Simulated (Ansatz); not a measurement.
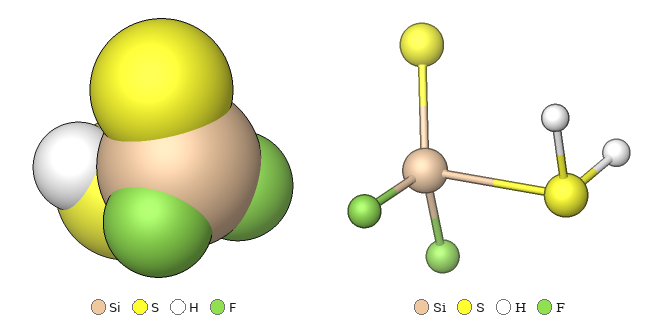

Two views of one molecule.

The computed structure is the end point of a PBE0-D4/def2-TZVP optimisation.

Description:

It has 7 atoms: 2 fluorine, 2 hydrogen, 2 sulfur and 1 silicon (F₂H₂S₂Si). This geometry has Cs symmetry. Coordination, clear cases only: 1 S trigonal pyramidal.

The parts below concern this one geometry. Atoms keep their numbers from picture to picture.

### Geometry

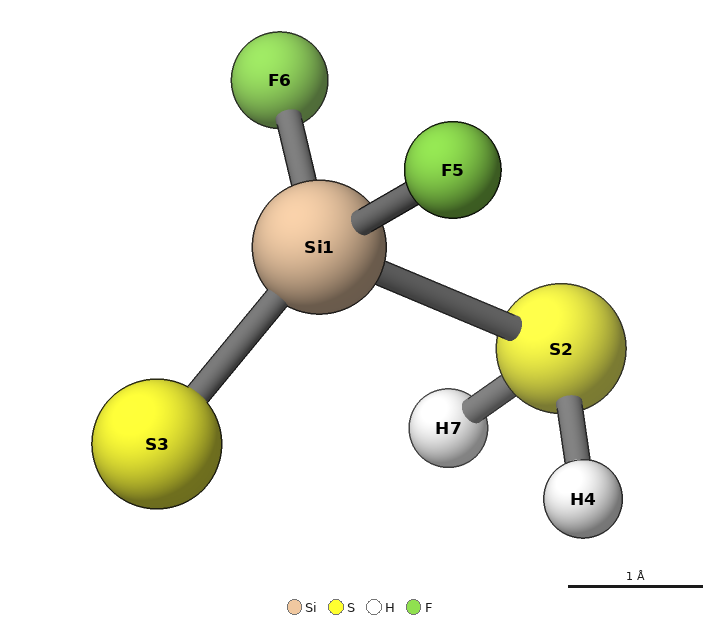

The atoms are numbered.

Estimate the angles S2–Si1–S3, S2–Si1–F5, S3–Si1–F5, F5–Si1–F6, Si1–S2–H4, H4–S2–H7.

```tsv
angle	degrees
S2–Si1–S3	108.6
S2–Si1–F5	92.5
S3–Si1–F5	124.9
F5–Si1–F6	103.3
Si1–S2–H4	92.4
H4–S2–H7	92.4
```

### Thermal motion

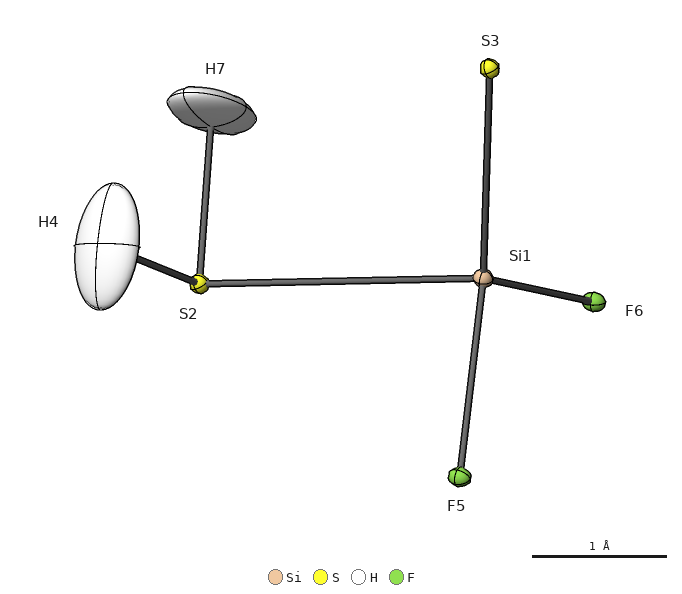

Displacement ellipsoids at the 50 % level, from the internal vibrations of the free molecule (harmonic, no overall translation or rotation; no half-axis is drawn under 0.075 Å). Vibrations computed with RKS PBE0-D4/def2-TZVP (Ansatz 0.2.0). Temperature: 0 K (zero-point motion alone).

> Which atom moves most?

H4, H7, with U_eq = 0.0459 Å².

> Does H7 move more along its bond or across it?

Across it: the root-mean-square amplitude is 0.083 Å along the bond and up to 0.311 Å across, since bending and torsion are softer than stretching.

Give the displacement parameters, one line for each set of equivalent atoms.

| atom | U_eq (Å²) | rms amplitudes (Å) |
| --- | --- | --- |
| Si1 | 0.0011 | 0.028, 0.033, 0.037 |
| S2 | 0.0012 | 0.026, 0.035, 0.042 |
| S3 | 0.00097 | 0.024, 0.025, 0.041 |
| H4, H7 | 0.0459 | 0.082, 0.185, 0.311 |
| F5, F6 | 0.0022 | 0.034, 0.044, 0.059 |

### Vibrations

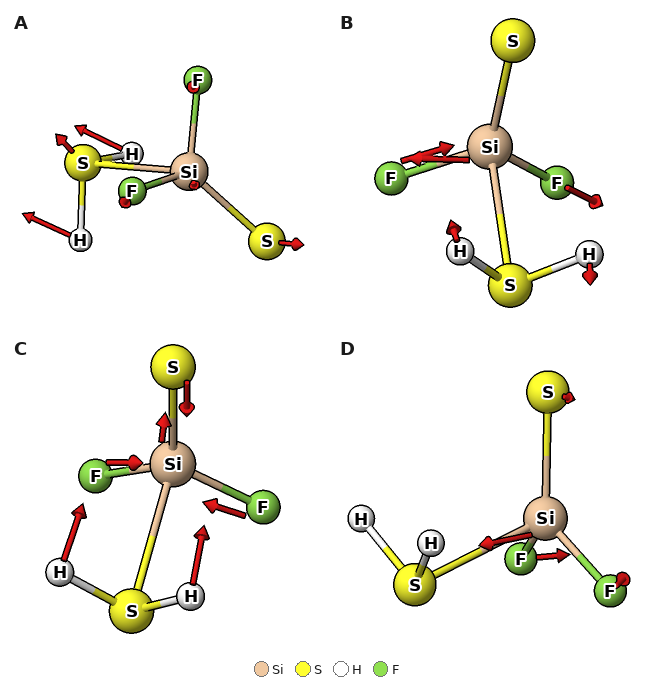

4 normal modes of one molecule or complex, as arrows. Harmonic vibrations computed with RKS PBE0-D4/def2-TZVP (Ansatz 0.2.0) at a stationary point of the same level.

> Match the panels to the wavenumbers 128 cm⁻¹, 356 cm⁻¹, 635 cm⁻¹, 931 cm⁻¹.

A: 128 cm⁻¹, angle bending
B: 931 cm⁻¹, out-of-phase stretching of 2 F–Si bonds
C: 635 cm⁻¹
D: 356 cm⁻¹

### Charges

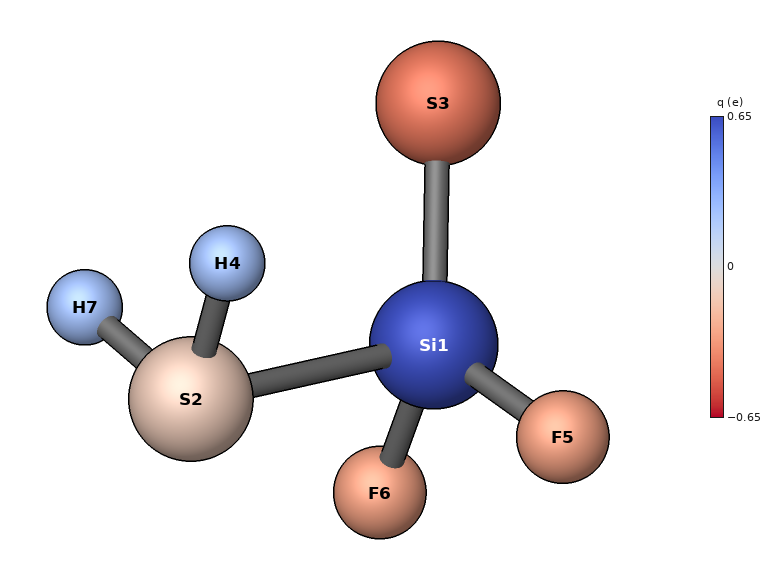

Atoms are coloured by their Mulliken charges. Properties computed with RKS PBE0-D4/def2-TZVP (Ansatz 0.2.0).

> Which atom carries the highest charge (most positive or least negative)?

Si1 (0.63 e).

> And the lowest?

S3 (−0.42 e).

Give the Mulliken charges atom by atom.

```csv
atom,value (e)
Si1,0.63
S2,−0.11
S3,−0.42
H4,0.23
F5,−0.28
F6,−0.28
H7,0.23
```

### Dipole moment

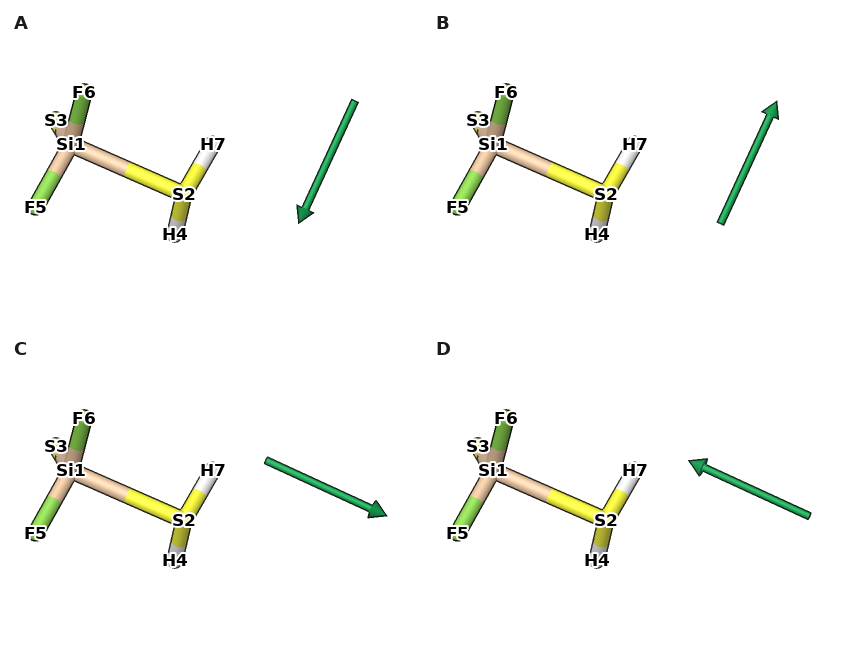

The same molecule four times, each with an arrow. Properties computed with RKS PBE0-D4/def2-TZVP (Ansatz 0.2.0).

> Which arrow points along the dipole moment, from the negative to the positive end?

C. The dipole moment is 5.31 D; it points from the side of S3 to the side of S2, H4, H7 (the outermost atoms at the two ends).

Mulliken values depend strongly on the basis set and can even reverse the polarity of a bond.
